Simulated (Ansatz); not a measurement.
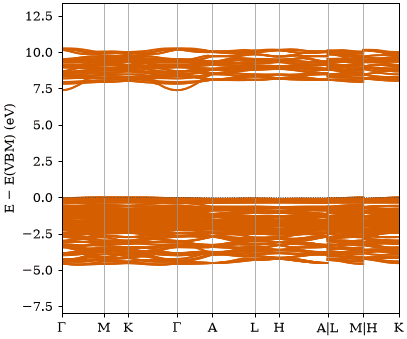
Fig. 1. Band structure from the program Ansatz at the PBEsol with spin–orbit coupling level (PAW)

Task: Read off the gap and where the band edges lie.

Result: About 7.4 eV (7.37 eV by a search for the band edges); maximum at M, minimum at Γ.

The material is LuF3 in space group P-3c1 (No. 165; Lu on 6f, F on 2a, F on 4d, F on 12g).

The workflow started from a Materials Project entry (that database holds measured and hypothetical structures alike); the Crystallography Open Database copy checked does not list it. Whether it is the stable phase at ambient conditions was not checked. Symmetry was held in the PBEsol relaxation; of distortions, only those at the zone centre were tested.

Potentials: the later of the program's two PAW sets.
